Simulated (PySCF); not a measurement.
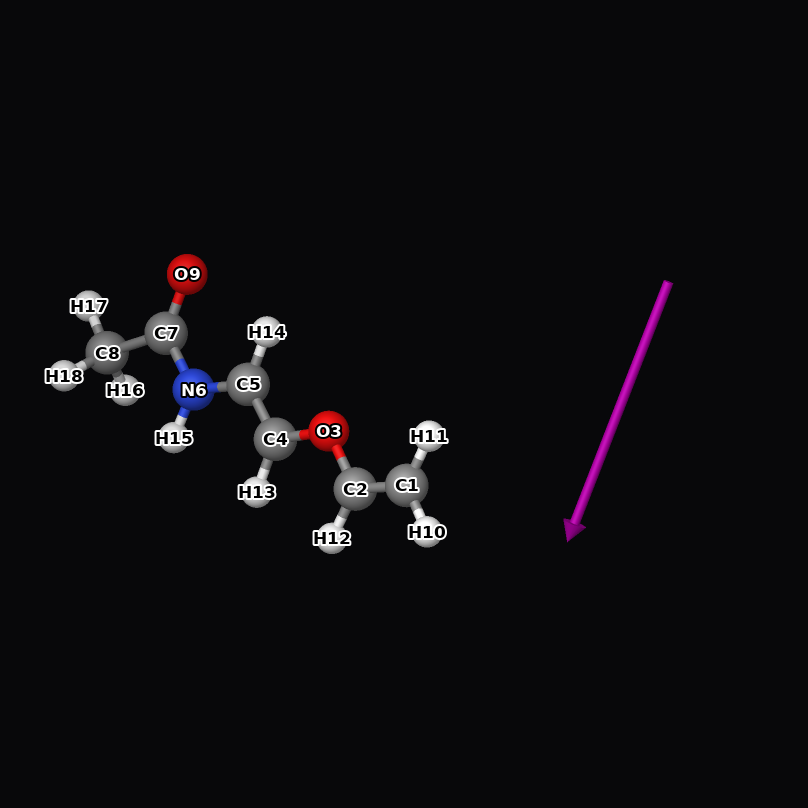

The arrow beside the molecule shows the direction of the dipole moment, from the negative to the positive end (its length means nothing). The geometry was computed by an optimisation with GFN2-xTB. No frequency run is at hand to confirm it as a minimum. Level of theory: PBE0/pcSseg-1, gas phase (PySCF 2.14.0).

### Estimate the dipole moment.

4.90 D; it points from the side of O9 to the side of H12, H13 (the outermost atoms at the two ends).
